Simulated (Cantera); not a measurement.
Charge: 1 mol SiCl4, 0.18 mol C2H2, 1.7 mol H2, a varied amount of HCl, equilibrated at 1527 °C and 1.33 mbar.

Equilibrium computed with Cantera from the NASA thermochemical tables; the gas is ideal and each condensed phase is pure. Candidate condensed phases: C, C6H6, C7H8, C8H18, Si, SiC; 109 gas species. The tables' values for SiCl3, SiCl are old estimates; treat these amounts as uncertain. Equilibrium is a limit: real reactors are often held back by kinetics, nucleation or transport.

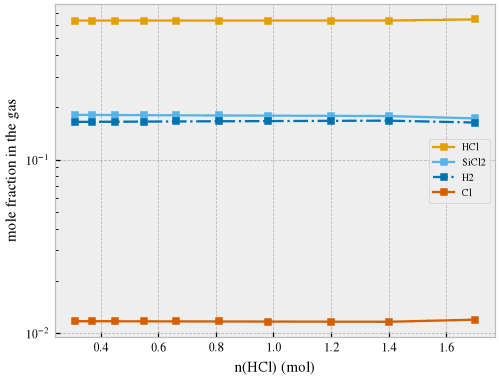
Figure. Equilibrium gas composition (values under 1e-9 drawn at 1e-9)

From 0.31 mol HCl to 1.4 mol HCl the condensed part is C(graphite) + SiC(s). At 1.7 mol HCl the condensed part is C(graphite). The main Si-bearing gas is SiCl2 throughout. The share of Si in condensed phases is highest at 0.31 mol HCl (21.3 %) and lowest at 1.7 mol HCl (0.0 %).
